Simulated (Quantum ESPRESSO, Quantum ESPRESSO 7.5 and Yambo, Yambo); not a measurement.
## Quasiparticle gap of Bi2S2O (P4/nmm) in Yambo

How does a plane-wave GW calculation on Bi2S2O (P4/nmm) run from the first input to the gap?

Program: Quantum ESPRESSO 7.5 and Yambo 5.3.0. Level of theory: PBEsol and many-body steps on it, plane waves. Results are calculated unless marked as measured.

## 1. Set-up

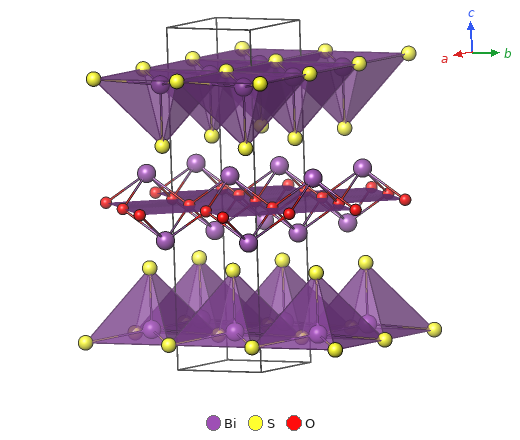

Start, viewed slightly off an axis; bismuth purple, sulfur yellow, oxygen red. 2×2×1 cells are drawn. Some periodic images of atoms are drawn too.

The cell and positions are those that the Materials Project relaxed with its own functionals (PBE, PBE+U or r2SCAN), kept fixed. Spin-orbit coupling is left out unless a step names it.

## 2. Ground state

This step: Quantum ESPRESSO 7.5; DFT, PBEsol, plane waves, norm-conserving pseudopotentials.

The ground-state density comes first.

pw.in reads:

```
&control
  calculation = 'scf'
  prefix = 'x'
  outdir = 'o'
  pseudo_dir = 'pseudo'
/
&system
  ibrav = 0
  nat = 10
  ntyp = 3
  ecutwfc = 76.0
  nbnd = 73
  force_symmorphic = .true.
/
&electrons
  conv_thr = 1e-10
  electron_maxstep = 80
  mixing_beta = 0.5
/
ATOMIC_SPECIES
  Bi 208.98 Bi.upf
  S 32.06 S.upf
  O 15.999 O.upf
CELL_PARAMETERS angstrom
  3.9541013900 0.0000000000 0.0000000000
  0.0000000000 3.9541013900 0.0000000000
  0.0000000000 0.0000000000 14.0505795800
ATOMIC_POSITIONS crystal
  Bi 0.0000000000 0.5000000000 0.8664958300
  Bi 0.5000000000 0.0000000000 0.1335041700
  Bi 0.5000000000 0.0000000000 0.5890931400
  Bi 0.0000000000 0.5000000000 0.4109068600
  S 0.5000000000 0.0000000000 0.8943134100
  S 0.0000000000 0.5000000000 0.1056865900
  S 0.0000000000 0.5000000000 0.6874875200
  S 0.5000000000 0.0000000000 0.3125124800
  O 0.0000000000 0.0000000000 0.5000000000
  O 0.5000000000 0.5000000000 0.5000000000
K_POINTS automatic
  6 6 2 0 0 0
```

Started as:

```console
$ OMP_NUM_THREADS=1 mpirun -n 4 pw.x -nk 4 -in pw.in > pw.out
```

Output:

```text
Program PWSCF v.7.5 starts

     This program is part of the open-source Quantum ESPRESSO suite
     for quantum simulation of materials; please cite
         "P. Giannozzi et al., J. Phys.:Condens. Matter 21 395502 (2009);
         "P. Giannozzi et al., J. Phys.:Condens. Matter 29 465901 (2017);
         "P. Giannozzi et al., J. Chem. Phys. 152 154105 (2020);
     in publications or presentations arising from this work. More details at
     Message from routine setup:
     using ibrav=0 with symmetry is DISCOURAGED, use correct ibrav instead

     G-vector sticks info

     bravais-lattice index     =            0
     lattice parameter (alat)  =       7.4722  a.u.
     unit-cell volume          =    1482.4718 (a.u.)^3
     number of atoms/cell      =           10
     number of atomic types    =            3
     number of electrons       =       128.00
     number of Kohn-Sham states=           73
     kinetic-energy cutoff     =      76.0000  Ry
     charge density cutoff     =     304.0000  Ry
     scf convergence threshold =      1.0E-10
     mixing beta               =       0.5000
     number of iterations used =            8  plain     mixing
     Exchange-correlation= PBESOL
                           (   1   4  10   8   0   0   0)

     celldm(1)=   7.472169  celldm(2)=   0.000000  celldm(3)=   0.000000
     celldm(4)=   0.000000  celldm(5)=   0.000000  celldm(6)=   0.000000

     crystal axes: (cart. coord. in units of alat)
               a(1) = (   1.000000   0.000000   0.000000 )
               a(2) = (   0.000000   1.000000   0.000000 )
               a(3) = (   0.000000   0.000000   3.553419 )

     reciprocal axes: (cart. coord. in units 2 pi/alat)
               b(1) = (  1.000000  0.000000  0.000000 )
               b(2) = (  0.000000  1.000000  0.000000 )
               b(3) = (  0.000000  0.000000  0.281419 )
     Pseudo is Norm-conserving + core correction, Zval = 23.0
     Generated using ONCVPSP code by D. R. Hamann
     Using radial grid of 1472 points,  6 beta functions with:
     Pseudo is Norm-conserving + core correction, Zval =  6.0
     Generated using ONCVPSP code by D. R. Hamann
     Using radial grid of 1146 points,  6 beta functions with:
     Pseudo is Norm-conserving + core correction, Zval =  6.0
     Generated using ONCVPSP code by D. R. Hamann
     Using radial grid of  936 points,  5 beta functions with:
     Bi               23.00   208.98000     Bi( 1.00)
     S                 6.00    32.06000     S ( 1.00)
     O                 6.00    15.99900     O ( 1.00)

      8 Sym. Ops. (no inversion) found

   Cartesian axes

     site n.     atom                  positions (alat units)
         1        Bi     tau(   1) = (   0.0000000   0.5000000   3.0790229  )
         2        Bi     tau(   2) = (   0.5000000   0.0000000   0.4743963  )
         3        Bi     tau(   3) = (   0.5000000   0.0000000   2.0932948  )
         4        Bi     tau(   4) = (   0.0000000   0.5000000   1.4601243  )
         5        S      tau(   5) = (   0.5000000   0.0000000   3.1778704  )
         6        S      tau(   6) = (   0.0000000   0.5000000   0.3755488  )
         7        S      tau(   7) = (   0.0000000   0.5000000   2.4429313  )
         8        S      tau(   8) = (   0.5000000   0.0000000   1.1104878  )
         9        O      tau(   9) = (   0.0000000   0.0000000   1.7767096  )
        10        O      tau(  10) = (   0.5000000   0.5000000   1.7767096  )

     number of k points=    20
                       cart. coord. in units 2pi/alat
        k(    1) = (   0.0000000   0.0000000   0.0000000), wk =   0.0277778
        k(    2) = (   0.0000000   0.0000000  -0.1407095), wk =   0.0277778
        k(    3) = (   0.0000000   0.1666667   0.0000000), wk =   0.1111111
        k(    4) = (   0.0000000   0.1666667  -0.1407095), wk =   0.1111111
        k(    5) = (   0.0000000   0.3333333   0.0000000), wk =   0.1111111
        k(    6) = (   0.0000000   0.3333333  -0.1407095), wk =   0.1111111
        k(    7) = (   0.0000000  -0.5000000   0.0000000), wk =   0.0555556
        k(    8) = (   0.0000000  -0.5000000  -0.1407095), wk =   0.0555556
        k(    9) = (   0.1666667   0.1666667   0.0000000), wk =   0.1111111
        k(   10) = (   0.1666667   0.1666667  -0.1407095), wk =   0.1111111
     [... 8 further rows ...]
        k(   19) = (  -0.5000000  -0.5000000   0.0000000), wk =   0.0277778
        k(   20) = (  -0.5000000  -0.5000000  -0.1407095), wk =   0.0277778

     Dense  grid:   132683 G-vectors     FFT dimensions: (  45,  45, 150)

     Initial potential from superposition of free atoms

     starting charge     127.9968, renormalised to     128.0000
     Starting wfcs are   76 randomized atomic wfcs

     per-process dynamical memory:   215.2 Mb

     Self-consistent Calculation

     iteration #  1     ecut=    76.00 Ry     beta= 0.50

     total energy              =   -2009.90194842 Ry
     estimated scf accuracy    <       1.72860081 Ry

     iteration #  2     ecut=    76.00 Ry     beta= 0.50

     total energy              =   -2007.34032734 Ry
     estimated scf accuracy    <      29.74013299 Ry

     iteration #  3     ecut=    76.00 Ry     beta= 0.50

     total energy              =   -2010.13670230 Ry
     estimated scf accuracy    <       6.75349992 Ry

     iteration #  4     ecut=    76.00 Ry     beta= 0.50

     total energy              =   -2010.63800227 Ry
     estimated scf accuracy    <       0.32046060 Ry

     iteration #  5     ecut=    76.00 Ry     beta= 0.50

     total energy              =   -2010.61961935 Ry
     estimated scf accuracy    <       0.14012260 Ry

     iteration #  6     ecut=    76.00 Ry     beta= 0.50

     total energy              =   -2010.62893985 Ry
     estimated scf accuracy    <       0.01603770 Ry

     iteration #  7     ecut=    76.00 Ry     beta= 0.50

     total energy              =   -2010.62941166 Ry
     estimated scf accuracy    <       0.00267790 Ry

     iteration #  8     ecut=    76.00 Ry     beta= 0.50

     total energy              =   -2010.62944555 Ry
     estimated scf accuracy    <       0.00093235 Ry

     iteration #  9     ecut=    76.00 Ry     beta= 0.50

     total energy              =   -2010.62944579 Ry
     estimated scf accuracy    <       0.00017274 Ry

     iteration # 10     ecut=    76.00 Ry     beta= 0.50

     total energy              =   -2010.62946810 Ry
     estimated scf accuracy    <       0.00000224 Ry

     iteration # 11     ecut=    76.00 Ry     beta= 0.50

     total energy              =   -2010.62946892 Ry
     estimated scf accuracy    <       0.00000047 Ry

     iteration # 12     ecut=    76.00 Ry     beta= 0.50

     total energy              =   -2010.62946892 Ry
     estimated scf accuracy    <       0.00000035 Ry

     iteration # 13     ecut=    76.00 Ry     beta= 0.50

     total energy              =   -2010.62946896 Ry
     estimated scf accuracy    <          5.2E-09 Ry

     iteration # 14     ecut=    76.00 Ry     beta= 0.50

     total energy              =   -2010.62946896 Ry
     estimated scf accuracy    <          1.2E-09 Ry

     iteration # 15     ecut=    76.00 Ry     beta= 0.50

     End of self-consistent calculation

          k = 0.0000 0.0000 0.0000 ( 16621 PWs)   bands (ev):

  -143.7840-143.7839-143.4767-143.4766 -81.8357 -81.8357 -81.8357 -81.8357
   -81.7719 -81.7719 -81.5166 -81.5164 -81.4981 -81.4981 -81.4980 -81.4980
   -13.1666 -13.1657 -13.1304 -13.1273 -13.1271 -13.1267 -13.0648 -13.0648
   -13.0616 -13.0616 -12.9926 -12.8243 -12.8243 -12.8218 -12.8057 -12.7908
   -12.7635 -12.7590 -12.7590 -12.7365  -9.2656  -6.8570  -4.4351  -4.0926
    -2.5479  -2.2308  -0.1075   1.2474   1.6632   2.6128   4.4499   4.4499
     5.6812   6.3023   6.3023   6.6446   6.6446   7.0119   7.2218   7.3684
     7.3684   8.0751   8.4860   8.4860   8.6072   8.6789   8.8444   8.8444
    10.9996  11.7441  13.4408  13.6198  13.6198  13.7672  14.4234  14.5049
    14.5049

          k = 0.0000 0.0000-0.1407 ( 16610 PWs)   bands (ev):

  -143.7840-143.7839-143.4767-143.4767 -81.8357 -81.8357 -81.8357 -81.8357
   -81.7719 -81.7719 -81.5166 -81.5164 -81.4981 -81.4981 -81.4980 -81.4980
   -13.1666 -13.1658 -13.1304 -13.1274 -13.1271 -13.1267 -13.0648 -13.0648
[...]
14.2451

          k = 0.0000 0.1667 0.0000 ( 16631 PWs)   bands (ev):

  -143.7840-143.7840-143.4767-143.4767 -81.8357 -81.8357 -81.8357 -81.8357
[...]
-12.7832 -12.7783 -12.7498 -12.7391  -9.0857  -6.9757  -4.2182  -3.8848
    -2.3997  -2.1564  -0.3492   0.8469   1.0874   2.0136   4.4987   4.6286
     5.4564   6.3896   6.5662   6.7713   6.8973   7.1667   7.1796   7.3707
     7.5554   7.5966   8.4498   8.5633   8.5904   8.7015   8.8984   8.8997
    11.8997  12.2100  12.8717  13.0927  13.2731  13.3922  13.6643  13.6657
    14.2777

          k = 0.0000 0.1667-0.1407 ( 16626 PWs)   bands (ev):

     [... further k-points ...]

     highest occupied, lowest unoccupied level (ev):     9.5965   10.5410

!    total energy              =   -2010.62946896 Ry
     estimated scf accuracy    <          4.0E-11 Ry

     The total energy is the sum of the following terms:
     one-electron contribution =   -1396.90914925 Ry
     hartree contribution      =     693.91555109 Ry
     xc contribution           =    -325.02391328 Ry
     ewald contribution        =    -982.61195753 Ry

     convergence has been achieved in  15 iterations

     XML data file, charge density, pseudopotentials, collected wavefunctions

=------------------------------------------------------------------------------=
   JOB DONE.
=------------------------------------------------------------------------------=
```

The job ended after 2.9 min (4 MPI ranks of Arm Neoverse V2, shared host; peak memory 1.4 GiB; 12 min of CPU time).

This step gave:

| Quantity | Value |
| --- | --- |
| total energy | -27356.0075 eV |
| gap | 0.9445 eV |
| k of the valence top | 0, -0.5, 0 |
| k of the conduction bottom | 0, -0.5, 0 |
| least direct gap | 0.9445 eV |

The gap is direct, at (0.000, -0.500, 0.000).

[end of part 1 of 3]

[Paths, hosts, dates, memory and timing lines, banners, echoed tables and standing remarks are left out of the program output.]

[Logs are printed without paths, hosts, clocks, repeated set-up lines and the standing remarks that a program may print on its own settings, such as how far it seeks lower states.]

[Runs of the session that timed out or met a known fault of the program may be left out.]

[Hosts, paths, dates, database ids (printed as entryN), source tags and the programs' standing remarks are cut or masked in the printed files.]
